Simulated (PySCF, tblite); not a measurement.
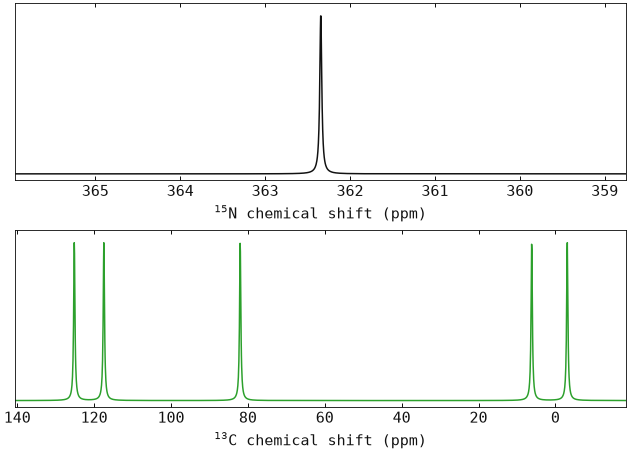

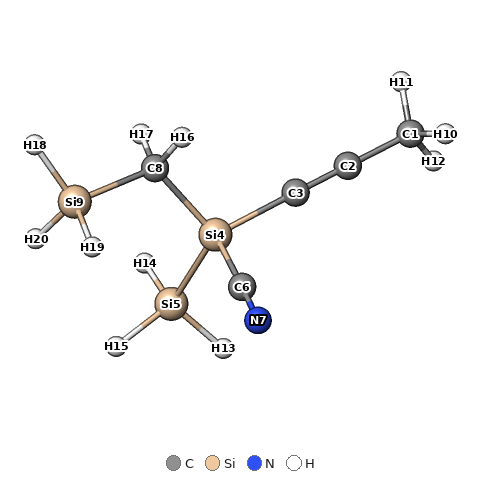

Spectrum and numbered structure of C₅H₁₁NSi₃, SMILES CC#C[Si@@]([SiH3])(C#N)C[SiH3]. GIAO shifts, PBE0/pcSseg-1 in PySCF 2.14.0, at a GFN2-xTB geometry (a minimum by its frequencies), against NH₃ for ¹⁵N and TMS for ¹³C computed at the same level (¹⁵N: a single molecule, while the usual scales start at liquid NH₃ or nitromethane; multiply bonded nitrogen can come out tens of ppm too deshielded). Gas phase, fully decoupled, line heights follow the number of nuclei, widths are arbitrary (no quadrupolar broadening); values of one conformer, averaged over methyl-type rotors and exact or near symmetry; other conformers aren't averaged in.

**Where does the ¹⁵N line lie?**

At 362.3 ppm (N7).

**Which ¹³C nuclei are the least shielded, and which the most?**

Least shielded: C6 at 125.2 ppm. Most shielded: C8 at −3.1 ppm.

Caveats: the tight-binding geometry is rougher than a DFT one and adds to the error.
